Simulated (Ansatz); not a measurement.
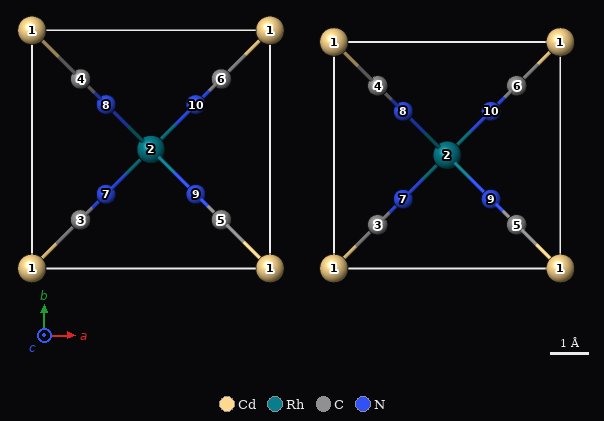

Two geometries of solid CdRhC₄N₄ (a generated structure, set up in P-43m) (coarse preliminary run), drawn at one scale. One is the start of a relaxation, the other its converged end. A ball-and-stick model of the cell of the calculation, seen along the c axis.

Method: DFT PBE, scalar-relativistic, plane waves, PAW (Ansatz). Settings: plane-wave cutoff 420 eV; k-point mesh 4 × 4 × 4; occupations gaussian; smearing width 0.1 eV; collinear spin; cell and atoms relaxed; force threshold 0.04 eV/Å; at most 70 steps.

**Which of the two is the end point?**

The left one is the relaxed one. The largest moves relative to the cell, 0.12 Å, are those of C3, C4, C5 and C6. C4 goes along [1 −1 −1]. Largest moves by element: C 0.12 Å, N 0.06 Å. Rh and Cd stay in place. Cell: a = b = c 5.980 → 6.286 Å (+5.1 %). Volume +16.2 %. Among the contacts that change: Cd1–C3 2.001 → 2.224 Å, Rh2–N10 2.008 → 2.052 Å. The space group stays P-43m (No. 215). After 4 accepted moves (6 points after the start) the energy has fallen by 1.130 eV per cell of the calculation. The largest force component goes from 1.7 to 0.013 eV/Å. The pressure goes from 6.65 to 0.08 GPa. The SCF was repeated twice at an unchanged geometry on a basis and grid sized afresh for the cell, which shifted the energy by 0.102 eV per cell of the calculation at most. The run took 120 s on 1 thread of Intel(R) Xeon(R) Platinum 8259CL CPU @ 2.50GHz (Skylake/Cascade Lake) (shared host), peak memory 0.64 GiB.
